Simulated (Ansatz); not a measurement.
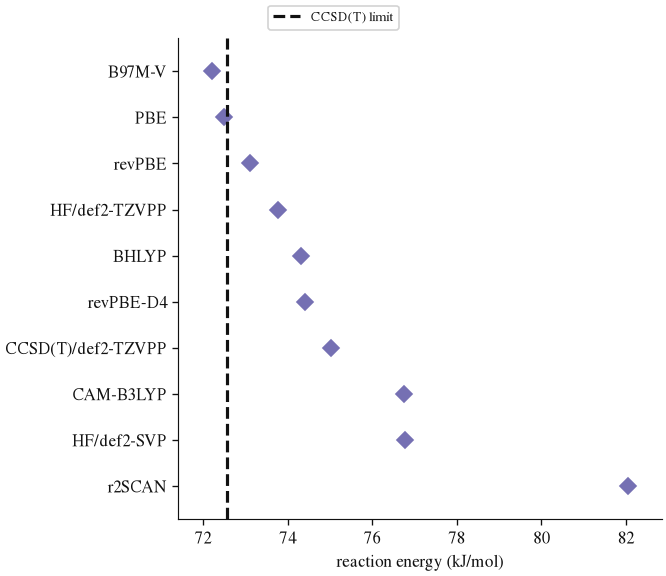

Electronic reaction energy of GaSiH₄OF ([F][GaH][O][SiH3]) + H₂ ([H][H]) → GaSiH₅O ([SiH3][O][GaH2]) + HF (F) (SMILES in brackets) at several levels (functionals in def2-TZVPP unless a basis is named), isolated molecules at PBE0-D4 triple-zeta geometries, minima by their frequencies, no zero-point or thermal terms, the Ansatz code 0.2.0. The line is frozen-core CCSD(T) at the basis limit (MP2 extrapolated from triple and quadruple zeta, plus CCSD(T) less MP2 in a smaller set). No dispersion term is added to PBE, revPBE, BHLYP, CAM-B3LYP and r2SCAN. The distance of CCSD(T)/def2-TZVPP and HF/def2-SVP to the limit includes basis error.

What range do the values span, the line included?

From 72.2 kJ/mol (B97M-V) to 82.1 kJ/mol (r2SCAN).

What do zero-point energy and temperature add?

Zero-point change 9.7 kJ/mol; at 298.15 K and 1 bar the CCSD(T) limit plus thermal terms gives an enthalpy of reaction of 80.3 and a free energy of 75.8 kJ/mol (harmonic PBE0-D4 modes, ideal gas).

Caveats: no scalar relativity up to krypton; outer-core shells are correlated without core-valence functions, which makes the correlated values less sure; one conformer of each flexible molecule.
